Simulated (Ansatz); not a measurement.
A series of calculations on HfSiH$_{4}$OCl$_{4}$

Part 1: Relaxation

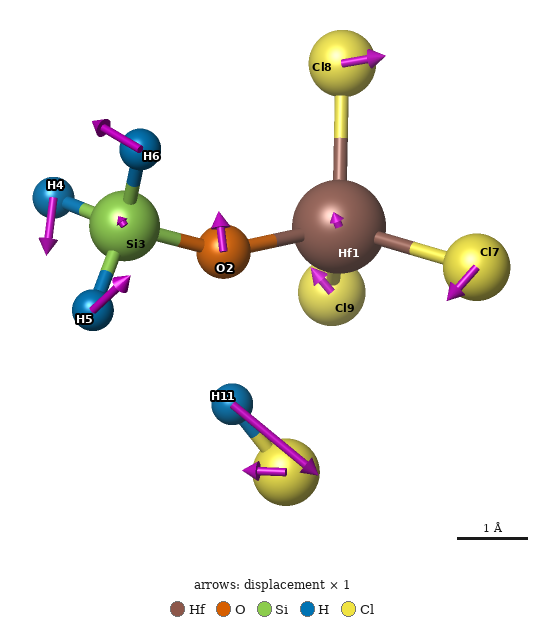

This is a relaxation of HfSiH₄OCl₄. The starting structure is drawn; purple arrows show the displacements, at their true length. The two geometries are superimposed by the best rigid fit.

Style: ball-and-stick. Shown at a tilt.

The run prepares an end point of a later path (reaction) calculation, from a guessed geometry.

Theory: RHF/def2-SVP (Ansatz).

Input
```yaml
crystal:
  periodic: [false, false, false]
  atoms:
    - { symbol: Hf, position_ang: [-0.156583, -0.011604, -0.107183] }
    - { symbol: O, position_ang: [-0.533697, -0.403571, 1.832561] }
    - { symbol: Si, position_ang: [-1.316836, -0.263464, 3.291654] }
    - { symbol: H, position_ang: [-2.702642, -0.769067, 3.165816] }
    - { symbol: H, position_ang: [-0.578709, -1.075866, 4.284242] }
    - { symbol: H, position_ang: [-1.335427, 1.153942, 3.718786] }
    - { symbol: Cl, position_ang: [2.049524, 0.779876, -0.451585] }
    - { symbol: Cl, position_ang: [-1.603127, 1.772211, -0.653836] }
    - { symbol: Cl, position_ang: [-0.723563, -1.817525, -1.530853] }
    - { symbol: Cl, position_ang: [1.795134, -2.723079, 1.527697] }
    - { symbol: H, position_ang: [0.935527, -2.008953, 2.2364] }
basis:
  gaussian: { orbitals: def2-SVP }
hamiltonian:
  xc: hf
relax:
  f_tol: 0.03
  max_steps: 50
```

Command:
```bash
ansatz run input.yaml --threads 4 --pin off --max-ram 5120MiB --backend cpu --events-out ev --progress --plain --runs-dir out
```

Describe the change and its energy.

After 33 accepted moves (38 points after the start) the energy has fallen by 0.261 eV. The largest force component goes from 1.6 to 0.012 eV/Å. The line search rejected the trial steps at points 10, 13, 19, 22, 28 of the run. The forces were under the threshold at step 26, but the run went on from there. The atom that moves furthest after the best rigid fit is H11 (1.61 Å). By element the largest moves are H 1.61 Å, Cl 0.67 Å, O 0.59 Å, Hf 0.23 Å, Si 0.17 Å. Among the contacts that change: Hf1–O2 2.015 → 1.910 Å, Cl10–H11 1.323 → 1.274 Å, Hf1–Cl7 2.369 → 2.387 Å, Hf1–Cl8 2.361 → 2.370 Å. Bond angles that change, for instance: Hf1–O2–Si3 156.5° → 177.0°, O2–Hf1–Cl7 112.3° → 109.9°, O2–Hf1–Cl8 104.8° → 107.0°.

Limits of the set-up: the start holds two separate molecules, 2.2 Å apart at their closest, whose relative position is a soft coordinate and is computed without a dispersion correction; Hartree-Fock leaves out electron correlation.

Part 2: Relaxation

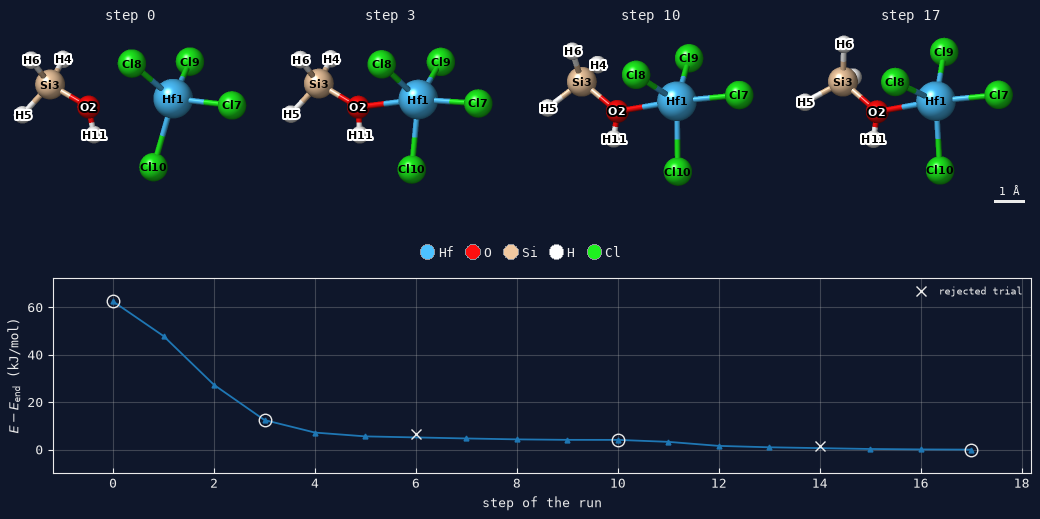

Frames of a relaxation of HfSiH$_{4}$OCl$_{4}$, marked on the history of the run. Style: ball-and-stick. Shown at a tilt.

The run prepares an end point of a later path (reaction) calculation, from a guessed geometry.

Method: RHF/def2-SVP (Ansatz). Settings: no spin polarisation; force threshold 0.03 eV/Å; at most 50 steps.

What happens along the run?

Answer. The largest move after the best rigid fit is that of H6, 1.26 Å. By element the largest moves are H 1.26 Å, Cl 0.93 Å, Hf 0.63 Å, Si 0.45 Å, O 0.36 Å. Near-neighbour distances that change, for instance: Hf1–O2 3.255 → 2.338 Å, Hf1–H11 3.398 → 2.800 Å, Hf1–Cl10 2.479 → 2.410 Å, O2–Si3 1.672 → 1.721 Å. New bonds form, among them: Hf1–O2 (3.26 → 2.34 Å). Bond angles that change, for instance: Cl9–Hf1–Cl10 113.5° → 122.3°, Cl7–Hf1–Cl10 104.2° → 97.0°, Cl7–Hf1–Cl9 105.1° → 97.9°. Groups turn about O2–Si3 by about 20°. Over 15 accepted moves (17 points after the start) the energy falls by 62.5 kJ/mol. Largest force component: 1.2 eV/Å at the start, 0.022 eV/Å at the end. The line search rejected the trial steps at points 6, 14 of the run. Cost: 42 s on 4 threads of AMD EPYC 7R13 Processor (Zen 3) (shared host), peak memory 0.53 GiB. From step 0 to 3: Hf1 moves most (0.57 Å), energy −50.0 kJ/mol. From step 3 to 10: H6 moves most (0.50 Å), energy −8.36 kJ/mol. From step 10 to 17: H6 moves most (0.56 Å), energy −4.11 kJ/mol.

```tsv
step	E − E(0), kJ/mol	largest force component, eV/Å	note
0	0.00	1.1799	
1	-14.60	1.0241	
2	-35.18	0.9355	
3	-50.01	0.8726	
4	-55.28	0.4370	
5	-56.89	0.2190	
6	-55.92	0.2671	rejected
7	-57.76	0.0928	
8	-58.15	0.0465	
9	-58.35	0.1007	
10	-58.37	0.3197	
11	-59.19	0.1667	
12	-60.90	0.0983	
13	-61.48	0.2091	
14	-60.80	0.2419	rejected
15	-62.20	0.0542	
16	-62.39	0.0500	
17	-62.47	0.0216
```

Limits of the set-up: the start holds two separate molecules, 2.6 Å apart at their closest, whose relative position is a soft coordinate and is computed without a dispersion correction; Hartree-Fock leaves out electron correlation.

Part 3: Path

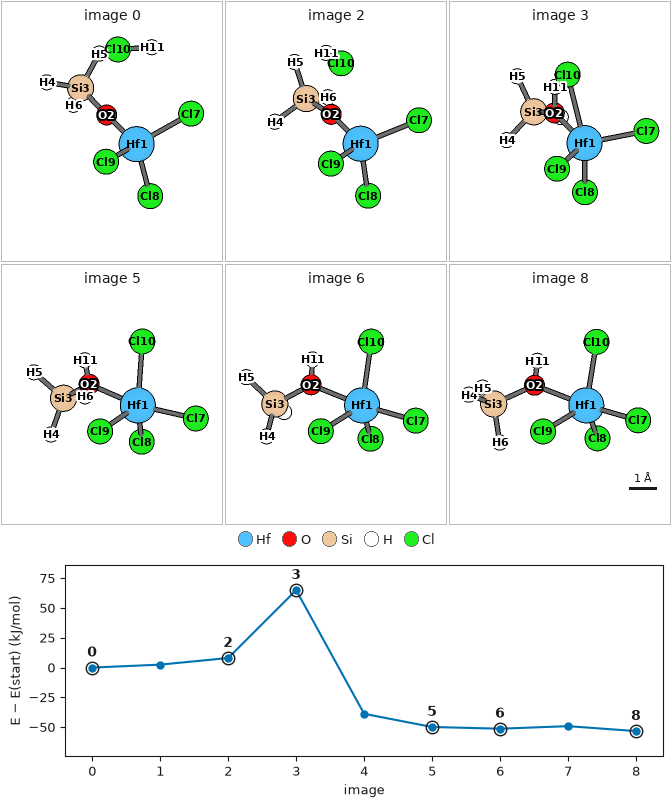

A search for the minimum-energy path of HfSiH4OCl4, made up at the start of HfSiH₃OCl₃ and HCl by the nudged elastic band. Images are numbered from 0 (start) to 8 (end). A ball-and-stick model, seen from a free direction.

Method: RHF/def2-SVP in Ansatz. Run with 7 movable images; climbing image; force threshold 0.05 eV/Å; iteration limit 60; starting path through a guess of the saddle point.

Question: What happens along the path, and what is the barrier?

Answer: The highest point, image 3, lies 65.0 kJ/mol above the start and 118.4 kJ/mol above the end; the end is at −53.3 kJ/mol relative to the start. The path has more than one stage, and so few images may leave a stage unresolved. Breaking: Cl10–H11 (1.27 → 1.46 at the top → 2.62 Å). Forming: Hf1–Cl10 (4.00 → 2.79 at the top → 2.41 Å), O2–H11 (4.08 → 1.32 at the top → 0.95 Å). The band converged in 32 iterations. The largest component of the band force went from 19 to 0.044 eV/Å. The climbing image converged on the top of the path. Its vibrational analysis gives one imaginary mode (1252i cm⁻¹), as a transition state must have.

Limits of the set-up: the start holds two separate molecules, 3.1 Å apart at their closest, whose relative position is a soft coordinate and is computed without a dispersion correction; Hartree-Fock leaves out electron correlation.

Cost: 7.6 min on 4 threads of AMD EPYC 7R13 Processor (Zen 3), on a shared host, peak memory 0.55 GiB.
